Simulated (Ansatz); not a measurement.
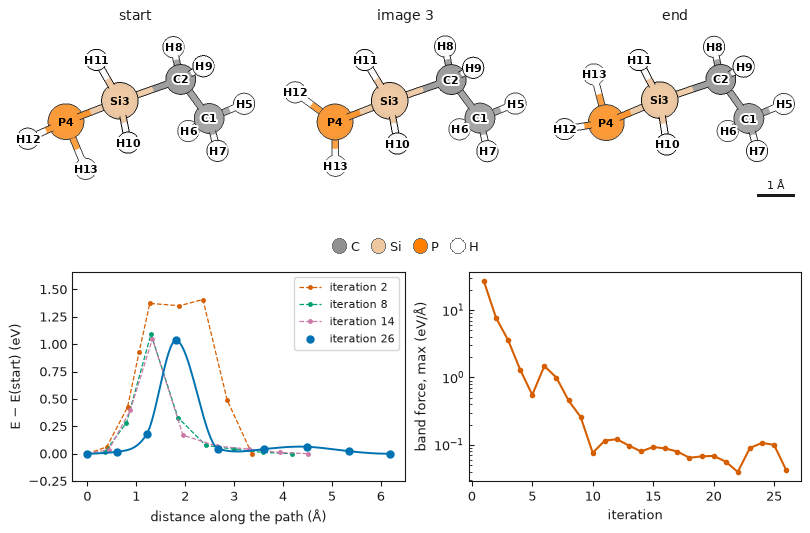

NEB run on C₂H₉PSi. Images are numbered from 0 (start) to 8 (end). The plot follows the band through its iterations. A ball-and-stick model, seen from a free direction.

The calculation used RHF/def2-SVPD in Ansatz. Set-up: 7 movable images; climbing image; force threshold 0.05 eV/Å; iteration limit 60; spring constant 0.1 eV/Å²; starting path through a guess of the saddle point.

### How did the profile develop, and is the result final?

The run is converged, with reservations. The band converged in 26 iterations. The largest component of the band force went from 27 to 0.042 eV/Å. The climbing image converged on the top of the path. Its curvatures weren't checked. The spring constant is far from the usual few eV/Å², which spoils the spacing or the steps. The first iteration put the highest image at 5.58 eV. The barrier is about 1.03 eV in both directions, with image 3 at the top; the ends have nearly the same energy.

The run took 6.3 min on 2 threads of Intel(R) Xeon(R) 6975P-C (Granite Rapids) (shared host), peak memory 0.48 GiB.
